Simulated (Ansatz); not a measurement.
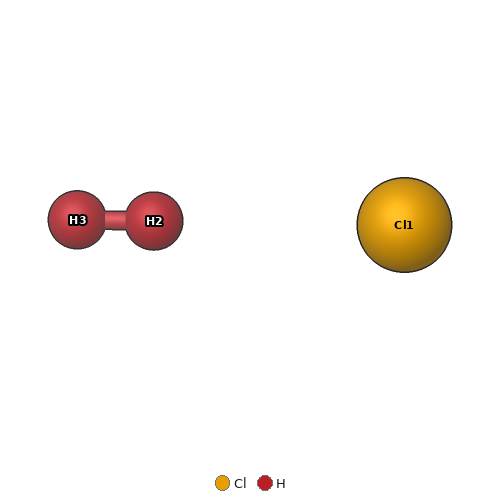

The system is Cl⁻ + H₂; the picture shows the reference structure. Coordinates scanned: (1) distance Cl1–H2; (2) distance H2–H3. Nothing is relaxed (the angle Cl1–H2–H3 is fixed at 180 degrees). The grid has 17 × 17 points. Energies are in kcal/mol, from the lowest grid point. The reference is spin-restricted, so regions where a bond is pulled apart into radicals lie too high. Method: Ansatz 0.2.0, RKS PBE0-D4/aug-cc-pVTZ.

Its coordinates:

```xyz
3

Cl   -2.5350    0.0000    0.0000
H     0.0000    0.0000    0.0000
H     0.7740    0.0000    0.0000
```

Range: distance Cl1–H2 from 1.064 to 2.664 Å; distance H2–H3 from 0.592 to 2.192 Å.

Predict the map.

Answer. The lowest grid point is at distance Cl1–H2 = 2.535 Å, distance H2–H3 = 0.774 Å. The highest grid point, distance Cl1–H2 = 1.064 Å, distance H2–H3 = 0.592 Å, lies 191 kcal/mol above the lowest.

```
distance H2–H3 ↓, distance Cl1–H2 →  1.108  1.246  1.417  1.610  1.821  2.047  2.285  2.535
                              2.063     71     52     50     57     68     79     88     96
                              1.813     70     49     45     50     59     68     75     82
                              1.575     70     47     39     41     47     54     60     65
                              1.349     72     45     33     31     34     38     42     46
                              1.138     79     47     29     22     20     22     24     26
                              0.945     91     53     29     16     10      8      8      8
                              0.774    114     69     38     18      8      3      0      0
                              0.636    150     99     60     35     20     13      9      8
```

The table holds every second grid line.

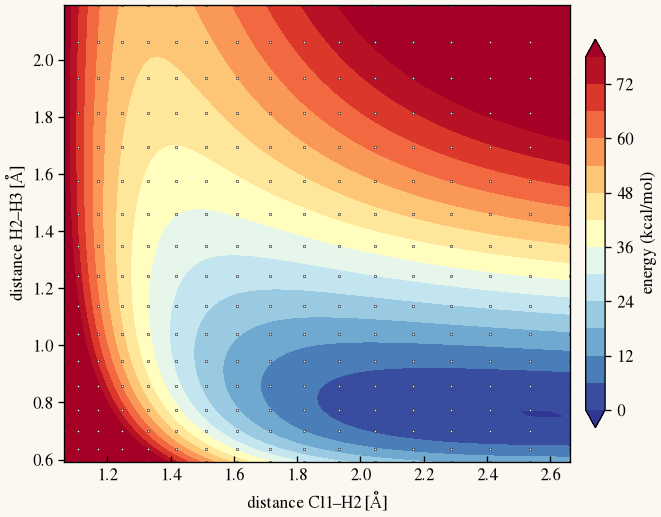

The picture shows filled contours, dots at the grid points, one colour for all values above the top of the scale. Between grid points the surface is interpolated.

Each point was launched as `ansatz run input.yaml --threads 1 --pin off --max-ram 2560MiB --backend cpu --events-out ev --progress --plain --runs-dir out`. The whole map (289 points run) took 9.2 min on 1 thread of Arm Neoverse N1, on a shared host.
